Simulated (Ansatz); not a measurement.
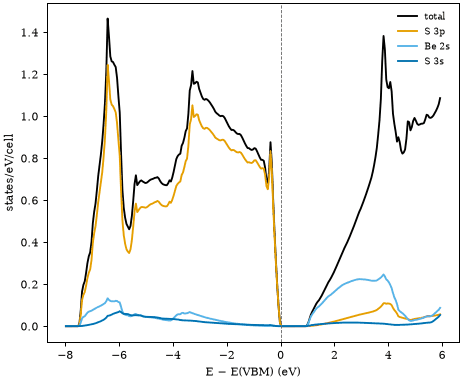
Figure. Total and projected density of states of BeS (rock salt, Fm-3m), PBEsol in the plane-wave PAW code Ansatz

### Question
Which orbitals carry the states next to the gap?

### Answer
Top 1 eV of the valence band: S 3p 95 %. Bottom 1 eV of the conduction band: Be 2s 72 %, S 3s 7 %, S 3p 6 %, outside the projected shells 15 %. Projections are on Löwdin-orthogonalised atomic valence shells; empty p or d shells of many metals are not among them.

### Question
Where is the tallest occupied peak in this window, and what makes it?

### Answer
Near -6.4 eV, about 1.5 states/eV per cell; the largest projected share is S 3p.

The start of the workflow was typed in or built on a structure type; neither database checked (COD, Materials Project) lists it. COD files the formula under space group No. 216. Its standing as an ambient phase is unchecked. The cell was relaxed with PBEsol under the symmetry of its start. At this level the phase is dynamically unstable (imaginary phonons).

Potentials: the earlier of the program's two PAW sets. The files were generated under PBE; for other functionals the program regenerates the frozen cores, and for LDA and PBEsol the local potential too.
